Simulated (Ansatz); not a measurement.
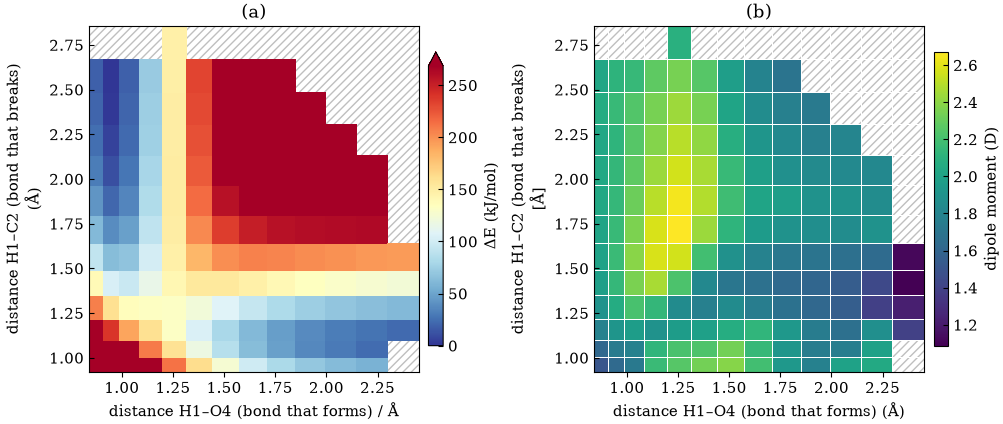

The reacting system CH₇OSi (fragments CH₆Si + HO where the first distance is long, H₂O + CH₅Si where the second is long), spin multiplicity 2. The first coordinate is: distance H1–O4 (bond that forms); the second: distance H1–C2 (bond that breaks). Relaxed at each point: all other coordinates. The grid has 13 × 13 points. At 26 points there is no value. Points are written as (first, second). All energies are given in kJ/mol relative to the lowest grid point. In part of the range the unrestricted reference is strongly spin-contaminated. Computed with Ansatz 0.2.0, UHF/def2-SVP.

Panel (a) is the energy; panel (b) is the computed dipole moment, in D.

In the figure: one coloured cell a grid point, one colour for all values above the top of the scale, hatched blanks where no value was computed.

**How does the dipole moment vary over the map, and what is it at the lowest grid point?**

Leaving out the highest fifth of the energies, it runs from 1.09 D at (2.373 Å, 1.419 Å) to 2.67 D at (1.253 Å, 1.720 Å). At the lowest grid point, (0.940 Å, 2.577 Å), it is 2.11 D.

| second ↓, first → | 0.873 | 0.940 | 1.033 | 1.138 | 1.253 | 1.375 | 1.504 | 1.638 | 1.777 | 1.920 | 2.067 | 2.218 | 2.373 |
| --- | --- | --- | --- | --- | --- | --- | --- | --- | --- | --- | --- | --- | --- |
| 2.763 | – | – | – | – | 2.09 | – | – | – | – | – | – | – | – |
| 2.577 | 2.02 | 2.11 | 2.15 | 2.28 | 2.35 | 2.25 | 1.97 | 1.80 | 1.70 | – | – | – | – |
| 2.396 | 2.06 | 2.15 | 2.24 | 2.34 | 2.44 | 2.35 | 2.01 | 1.85 | 1.77 | 1.73 | – | – | – |
| 2.219 | 2.03 | 2.11 | 2.25 | 2.37 | 2.50 | 2.41 | 2.08 | 1.91 | 1.83 | 1.77 | 1.81 | – | – |
| 2.047 | 2.04 | 2.13 | 2.28 | 2.43 | 2.56 | 2.46 | 2.15 | 1.97 | 1.88 | 1.84 | 1.83 | 1.83 | – |
| 1.881 | 2.03 | 2.14 | 2.31 | 2.50 | 2.65 | 2.49 | 2.18 | 2.01 | 1.97 | 1.89 | 1.89 | 1.85 | – |
| 1.720 | 2.01 | 2.16 | 2.36 | 2.58 | 2.67 | 2.43 | 2.12 | 1.95 | 1.89 | 1.87 | 1.85 | 1.89 | – |
| 1.566 | 2.00 | 2.16 | 2.39 | 2.58 | 2.56 | 2.19 | 1.88 | 1.79 | 1.72 | 1.70 | 1.66 | 1.63 | 1.12 |
| 1.419 | 1.97 | 2.14 | 2.35 | 2.47 | 2.22 | 1.83 | 1.71 | 1.67 | 1.63 | 1.60 | 1.55 | 1.44 | 1.09 |
| 1.281 | 1.90 | 2.06 | 2.21 | 2.14 | 1.85 | 1.77 | 1.84 | 1.75 | 1.68 | 1.62 | 1.55 | 1.39 | 1.22 |
| 1.155 | 1.79 | 1.91 | 1.96 | 1.89 | 1.96 | 1.98 | 2.07 | 2.12 | 1.93 | 1.74 | 1.67 | 1.87 | 1.40 |
| 1.044 | 1.61 | 1.74 | 1.78 | 2.12 | 2.22 | 2.23 | 2.33 | 2.15 | 1.92 | 1.75 | 1.76 | 2.00 | – |
| 0.963 | 1.51 | 1.63 | 1.73 | 2.16 | 2.25 | 2.33 | 2.38 | 2.19 | 1.93 | 1.78 | 2.00 | 2.04 | – |
